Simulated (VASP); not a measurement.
Band structure of KTaO₃ (cubic perovskite). Calculation: PBE GGA with D4 dispersion, VASP's PBE PAW potentials (set 64) (plane waves; VASP).

Unless said otherwise, spin-orbit coupling is left out, though it shifts the bands of the heavy elements here.

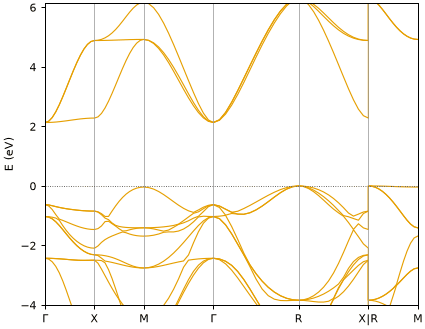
Figure: Bands along high-symmetry lines, zero at the valence-band maximum or, without a gap, the Fermi level

Read the plot: is there a gap, and where are the band edges?

The gap is indirect, 2.13 eV, from the valence maximum at R to the conduction minimum at Γ. (Edges off the drawn lines would not show.)

Measured: gap 3.64 eV (computed value off by -1.51 eV), as given by Burak Himmetoglu et al., Journal of Physics Condensed Matter (2016), arXiv:1601.06205.

The compound is KTaO3 in the cubic perovskite structure. It was relaxed first.
